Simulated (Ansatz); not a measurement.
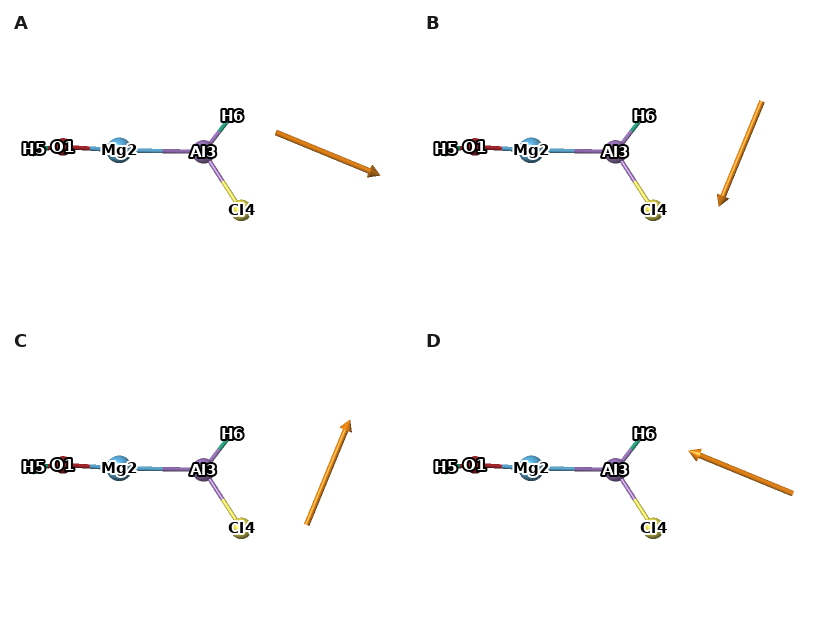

The same molecule four times, each with an arrow. The geometry was computed by an optimisation with PBE-D4/def2-SVP. No frequency run is at hand to confirm it as a minimum. Properties computed with RKS PBE-D4/def2-SVP (Ansatz 0.2.0).

**Which arrow points along the dipole moment, from the negative to the positive end?**

D. The dipole moment is 1.76 D; it points from the side of Cl4 to the side of H5 (the outermost atoms at the two ends).
